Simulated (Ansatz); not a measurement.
In doubt: masses and optical values from hybrid runs of this build are listed as unsure (in some of the runs), which bears on the screening that GW takes from such a start.

Two G0W0 runs on SnO2 (Cassiterite).

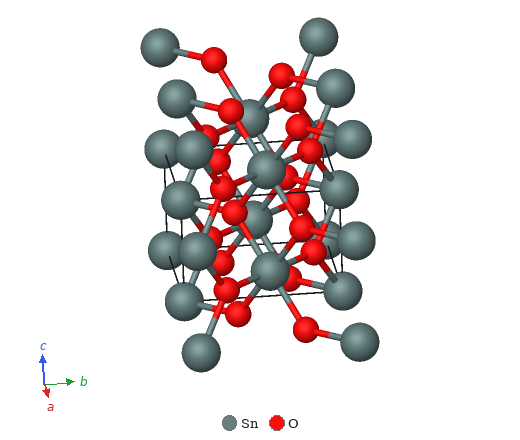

The structure (tin teal, oxygen red). 2×1×2 cells are drawn. Some periodic images of atoms are drawn too.

```cif
data_structure
_symmetry_space_group_name_H-M 'P 1'
_symmetry_Int_Tables_number 1
_cell_length_a 4.7380
_cell_length_b 4.7380
_cell_length_c 3.1865
_cell_angle_alpha 90.000
_cell_angle_beta 90.000
_cell_angle_gamma 90.000
_cell_volume 71.53
loop_
_atom_site_label
_atom_site_type_symbol
_atom_site_fract_x
_atom_site_fract_y
_atom_site_fract_z
_atom_site_occupancy
Sn1 Sn 0.00000 0.00000 0.00000 1
Sn2 Sn 0.50000 0.50000 0.50000 1
O3 O 0.30710 0.30710 0.00000 1
O4 O 0.19290 0.80710 0.50000 1
O5 O 0.69290 0.69290 0.00000 1
O6 O 0.80710 0.19290 0.50000 1
```

The cell and positions come from the Crystallography Open Database and are kept as given unless a step says otherwise. PAW set soft_2, made with PBE.

The first (Ansatz 0.2.0; start PBE, 4×4×4 mesh, 162 empty bands, screening to 100 eV; 1 × NVIDIA H100 80GB HBM3 (shared by 6 runs) with 3 threads of AMD EPYC 7R13 (Zen 3), shared host) gave, on its mesh: starting gap 1.28 eV, G0W0 gap 2.75 eV, RPA ε∞ (mean) 4.59, 11 s.

**Question.** The second changes start from PBE to HSE06. What does it give?

It gave: starting gap 3.04 eV, G0W0 gap 3.64 eV, RPA ε∞ (mean) 3.50, 50 s. The G0W0 gap moves by +0.89 eV, +1.76 eV from the start and −0.87 eV from the correction. Σc changes by −0.56 eV at the valence top and −0.07 eV at the conduction bottom, and Σx − Vxc between them by −1.36 eV.

Limits: not at the basis limit; no spin-orbit coupling; coarse k mesh.

[Paths, hosts, dates, memory and timing lines, banners, echoed tables and standing remarks are left out of the program output.]

[Logs are printed without paths, hosts, clocks, repeated set-up lines and the standing remarks that a program may print on its own settings, such as how far it seeks lower states.]

[Runs of the session that timed out or met a known fault of the program may be left out.]

[Cells called generated may have been cut or substituted from an entry of the Crystallography Open Database or the Materials Project.]

[Hosts, paths, dates, database ids (printed as entryN), source tags and the programs' standing remarks are cut or masked in the printed files.]
